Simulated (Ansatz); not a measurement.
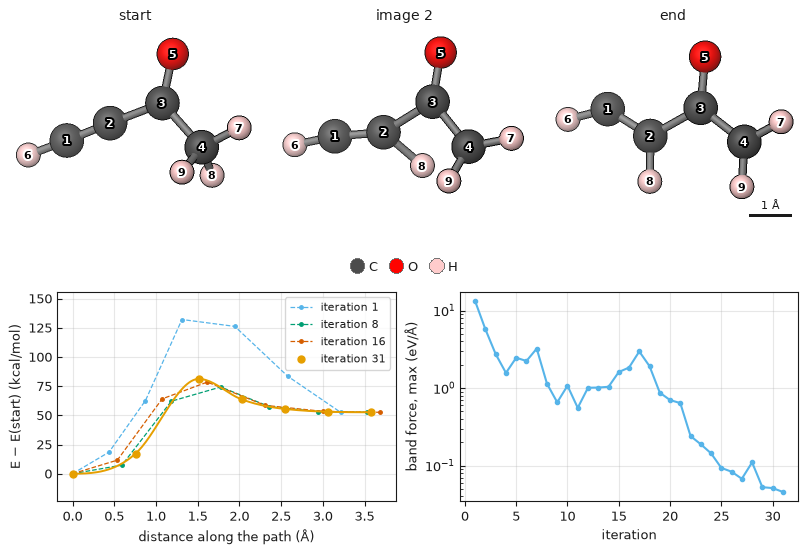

NEB run on C4H4O. Images are numbered from 0 (start) to 6 (end). The plot follows the band through its iterations. The picture is a ball-and-stick view, seen at a tilt.

All numbers below come from UKS PBE0-D4/6-31G* in Ansatz 0.2.0. Set-up: 5 movable images; climbing image; force threshold 0.05 eV/Å; iteration limit 60; starting path through a guess of the saddle point.

> Did the band converge, and can the barrier be trusted?

The result is final at these settings. The band converged in 31 iterations. The largest component of the band force went from 13 to 0.046 eV/Å. The climbing image converged on the top of the path. Its vibrational analysis gives one imaginary mode (1719i cm⁻¹), as a transition state must have. The first iteration put the highest image at 132.1 kcal/mol. Forward barrier 81.2 kcal/mol, backward barrier 28.6 kcal/mol, with image 2 at the top; the reaction energy is +52.6 kcal/mol.

Cost: 8.8 min on 2 threads of Intel(R) Xeon(R) Platinum 8259CL CPU @ 2.50GHz (Skylake/Cascade Lake), on a shared host, peak memory 0.26 GiB.
